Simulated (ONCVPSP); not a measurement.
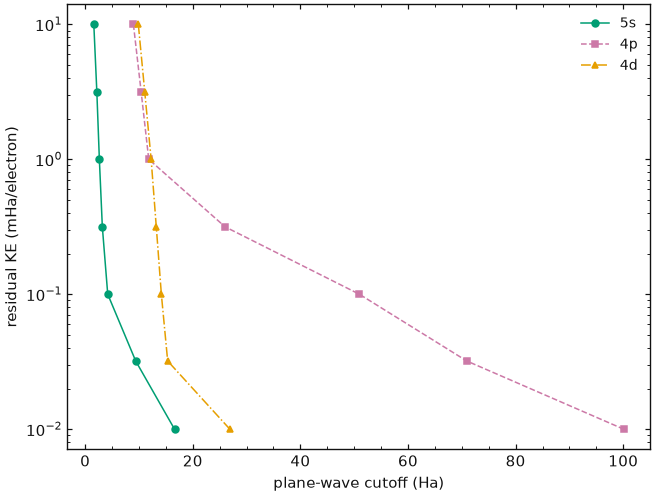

Residual kinetic energy of the pseudo-waves (the first of each channel, and further valence shells) beyond the plane-wave cutoff, as the generator prints it.

```
Element                 : molybdenum
Generator               : ONCVPSP 4.0.1
Type                    : optimised norm-conserving Vanderbilt (ONCV)
Functional              : Wu-Cohen
Relativity              : scalar-relativistic
Frozen core             : [Ar] 3d10 4s2
Valence charge          : 12
Reference configuration : 4p6 4d5 5s1
Partial waves           : 5s: rc 2.56 bohr, ncon 4, nbas 7, qcut 2.7 1/bohr, 2 projectors, debl 3 Ha; 4p: rc 1.46 bohr, ncon 3, nbas 6, qcut 5.6 1/bohr, 2 projectors, debl 2.5 Ha; 4d: rc 2.44 bohr, ncon 4, nbas 8, qcut 5.5 1/bohr, 2 projectors, debl 0.7 Ha
Local potential         : polynomial inside 1.08 bohr (lpopt 5, dvloc0 0 Ha)
Core correction         : Teter function, parameters optimised by the program
```

Which cutoffs does the potential need for its occupied states?

Answer. 12 Ha for 1 mHa and 51 Ha for 0.1 mHa per electron. The first is set by 4d.

Read the cutoffs for an error of 1 mHa per electron.

Answer. 4d: 12 Ha; 4p: 12 Ha; 5s: 2.6 Ha.

The potential isn't sound: its ghost test gives GHOST(-) flagged for s at -136.0 eV; GHOST(+) flagged for s at 93.5 eV.
